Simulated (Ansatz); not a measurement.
# Zr (P6_3/mmc): a Bloch–Grüneisen fit of the computed resistivity

Wanted: a compact model of ρ(T) for Zr (P6_3/mmc) and a check of it.

The resistivities were computed with Ansatz 0.2.0 (DFT PBE, scalar-relativistic, plane waves, PAW; PAW set soft_1) from the linearised Boltzmann equation with harmonic phonons, on q 6×6×4, k 18×18×12, scattering 36×36×20; the fit below is done by hand on them.

**What experiment says.**

For Zr (bulk crystal), “CRC Handbook of Chemistry and Physics, 84th edition, Electrical Resistivity of Pure Metals” (2003, CRC Press, section 12, read from Wikipedia's data page) quotes earlier work: resistivity at 300 K 43.3 μΩ cm; resistivity at 80 K 6.64 μΩ cm; resistivity at 500 K 76.5 μΩ cm.

## 1. What is given

It takes space group P6_3/mmc (No. 194, hexagonal). The conventional cell has a = 3.235 Å, b = 3.235 Å, c = 5.165 Å, α = 90.00°, β = 90.00°, γ = 120.00°. Zr on site c is surrounded by 12 Zr at 3.19 to 3.23 Å.

This is the relaxed cell of the run, from steps not shown here.

The mean resistivity of the three axes from 50 to 800 K, with one row held back; the colder rows stay outside the fit and test it at the end:

```
T (K)  ρ (μΩ cm)
   50      3.497
   80      9.103
  100      12.92
  150      22.02
  200      30.61
  273      42.67
  300      47.05
  400      62.94
  500      78.40
  600          ?
  800      122.6
```

## 2. Model and fit

Bloch and Grüneisen's form is ρ(T) = A (T/Θ)⁵ J₅(Θ/T), with J₅(z) the integral of x⁵/((eˣ − 1)(1 − e⁻ˣ)) from 0 to z. It goes as T⁵ far below Θ and as A T/(4Θ) far above. For a trial Θ the best A is the geometric mean of ρ/[(T/Θ)⁵ J₅] over the rows, and the scatter of that ratio measures the fit:

```csv
Θ (K),A (μΩ cm),scatter (%)
124,71.75,14.8
164,99.19,8.3
186,115.7,4.4
206,131.8,1.6
226,149.1,4.5
258,179.2,11.4
308,233.6,23.1
```

The scatter is least at Θ = 206 K, with A = 131.8 μΩ cm (1.6 % r.m.s.).

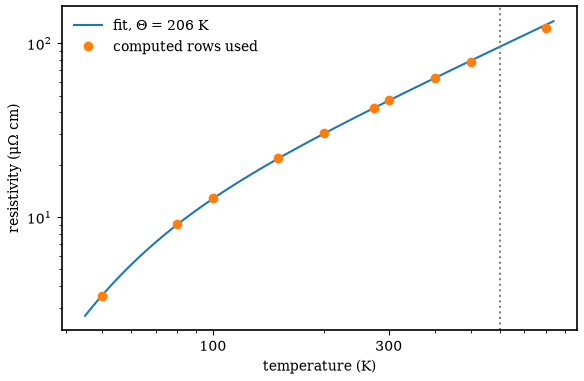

The fit through the rows used; the dotted line marks the temperature held back.

## 3. Prediction and check

At T = 600 K, Θ/T = 0.343, J₅ = 0.003451 and (T/Θ)⁵ = 209.6, so the fit gives 95.38 μΩ cm. The computed value is 93.45 μΩ cm: the fit is off by +2.06 %. Outside its range, at 20 K, it gives 0.134 against 0.139 μΩ cm computed, 0.96 times that; at that temperature the run's own test moves by 5 % between meshes in the component that moves most. Among the rows used, the largest miss is +4.0 %, at 800 K.

## 4. What the two numbers mean

Θ = 206 K is 1.42 times ħω_log/k_B (145 K) and 0.71 of the highest phonon frequency (289 K). The high-temperature slope of the fit, A/(4Θ), is 0.160 μΩ cm/K. The same slope from the run's transport coupling and plasma energy, 2π k_B λ_tr/(ħ ε₀ ω_p²) with λ_tr = 0.646, 0.646, 0.659 (xx, yy, zz) and ħω_p = 3.86, 3.86, 4.24 (xx, yy, zz) eV, is 0.166 μΩ cm/K in the mean of the axes, +3.5 % from it. For comparison, the computed rows rise by 0.146 μΩ cm/K between the two hottest.

## 5. Summary of results

```yaml
theta: 206 K
a: 131.8 μΩ cm
scatter_of_the_fit: 1.6 %
held_back_row_at_600_k_fit_against_computed: 95.38 against 93.45 μΩ cm
```

In words: Two numbers, Θ = 206 K and A = 132 μΩ cm, hold the computed ρ(T) from 50 to 800 K within 1.60 % r.m.s. and predict the held-back row within 2.06 %. By the run's own test the resistivity at 300 K moves by 4 % between its two finest scattering meshes, in the component that moves most. The mean hides an anisotropy: at 300 K the components are 49.5, 49.5, 42.1 (xx, yy, zz) μΩ cm. The fit describes the calculation: impurities, thermal expansion, changes of phase and anharmonicity are in neither.

Comparison with the measured values:

| quantity | measured | q 6×6×4, fine 36×36×20 |
| --- | --- | --- |
| resistivity at 300 K (computed: phonon part alone; the measured value holds the sample's residual resistivity) (μΩ cm) | 43.3 | 47.05 (+8.7 %) |
| resistivity at 80 K (computed: phonon part alone; the measured value holds the sample's residual resistivity) (μΩ cm) | 6.64 | 9.10 (+37.1 %) |
| resistivity at 500 K (computed: phonon part alone; the measured value holds the sample's residual resistivity) (μΩ cm) | 76.5 | 78.40 (+2.5 %) |

Measured values from CRC Press, section 12, read from Wikipedia's data page (2003).

**Verdict.** The resistivity at 300 K is off by +8.7 %: fair agreement. The resistivity at 80 K is off by +37.1 %: a clear miss. The resistivity at 500 K is off by +2.5 %: good agreement.

[Logs are printed without paths, hosts, clocks, repeated set-up lines and the standing remarks that a program may print on its own settings, such as how far it seeks lower states.]

[Hosts, paths, dates, database ids (printed as entryN), source tags and the programs' standing remarks are cut or masked in the printed files.]
